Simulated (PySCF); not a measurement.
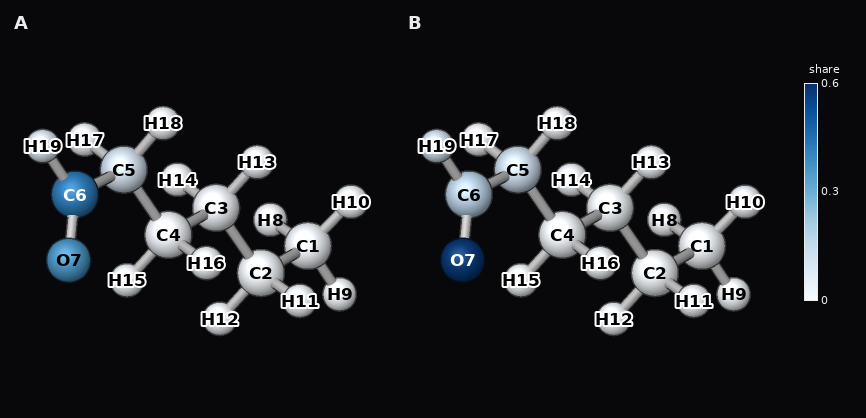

Each panel colours the atoms by their Löwdin share in one orbital (up to four of the largest shares; other atoms are shown as zero). Computed geometry: PBE0-D3(BJ)/def2-SVP optimisation. No frequency run is at hand to confirm it as a minimum. Method: PBE0/def2-SVPD (PySCF 2.14.0).

> The panels show the HOMO, LUMO, in some order. Which is which?

A: LUMO, −0.68 eV; C6 0.42, O7 0.35, C5 0.09, H19 0.06
B: HOMO, −7.46 eV; O7 0.58, C6 0.16, C5 0.11, H19 0.10
